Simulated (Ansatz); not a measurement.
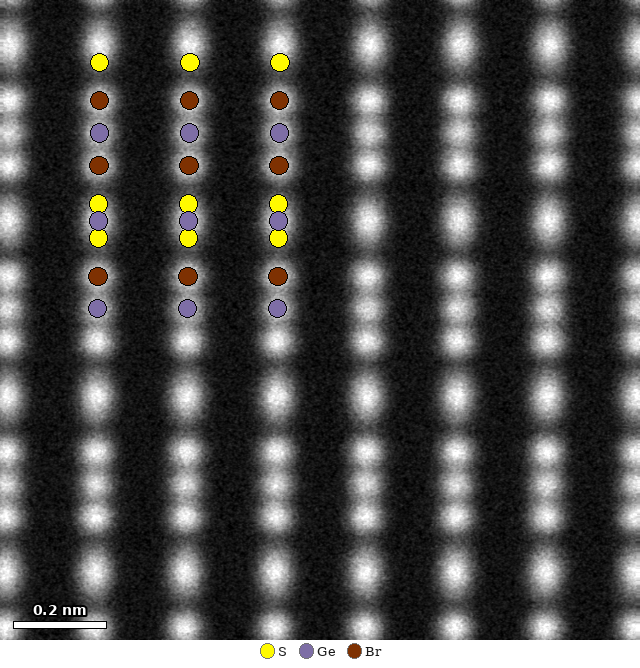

Dark-field STEM-like image of GeSBr (I4/mmm, No. 139) along [101]. Simulated incoherent Z contrast: every atom adds Z^1.6 spread by a probe of 0.50 Å full width; channelling and multiple scattering are left out. The display is stretched by a gamma of 0.65; percentages refer to the linear signal. Shot noise and a slight drift were added. Structure: the end point of a relaxation with Ansatz, DFT, PAW plane waves, r2scan; the starting structure was generated, so it need not be a known form of this composition.

Coloured dots in one corner mark the columns of the model.

**Interpret the image.**

The columns repeat on a rectangular net of 1.97 × 3.84 Å (plane group p2mm). The brightest columns (by a small margin) hold 1 Br per repeat; in falling brightness follow 1 Ge (about 95 %). Brightness is counted from the darkest point of the image. The S columns make no clear peak of their own: they are too faint or too near a brighter column. The closest visible columns (Ge and Br) are 0.71 Å apart in projection. Along the beam the structure repeats every 17.70 Å.

```tsv
column	atoms along the beam per repeat	peak brightness
Br	1 Br	100 %
Ge	1 Ge	95 %
S	1 S	45 %
```
